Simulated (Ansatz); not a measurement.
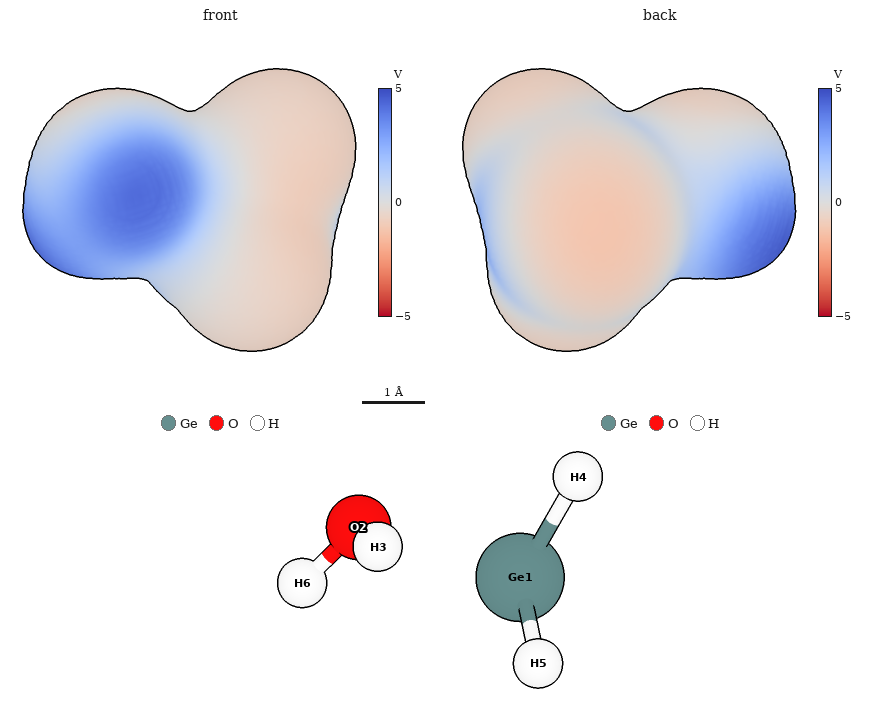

The picture shows: GeH2···H2O. The electrostatic potential painted on the density surface at 0.004 e/bohr³, seen from the front and from behind; red is negative and blue positive. The bare structure is drawn below in the same view.

Level of theory: UKS PBE-D4/def2-mTZVP (Ansatz 0.2.0).

Input

```
crystal:
  periodic: [false, false, false]
  atoms:
    - { symbol: Ge, position_ang: [0.593564, 1.161095, -1.14604] }
    - { symbol: O, position_ang: [-0.877747, -1.194696, 0.325773] }
    - { symbol: H, position_ang: [-0.221065, -0.675592, 0.827785] }
    - { symbol: H, position_ang: [-0.438175, 2.03396, -0.272959] }
    - { symbol: H, position_ang: [1.322955, 0.657678, 0.224338] }
    - { symbol: H, position_ang: [-0.379632, -1.982546, 0.041104] }
magnetization:
  spin_polarized: true
basis:
  gaussian: { orbitals: def2-mTZVP }
hamiltonian:
  xc: pbe
  dispersion: d4
relax:
  f_tol: 0.03
  max_steps: 50
output:
  orbitals: {}
```

Command:

```sh
ansatz run input.yaml --threads 2 --pin off --max-ram 3072MiB --backend cpu --events-out ev --progress --plain --runs-dir out
```

The fields are those of the relaxed geometry.

Describe the electrostatic potential map.

The most negative region (about −1.2 V, or −28 kcal/mol for a unit charge) lies over Ge1, the most positive (about +4.4 V, or +101 kcal/mol for a unit charge) over H6.
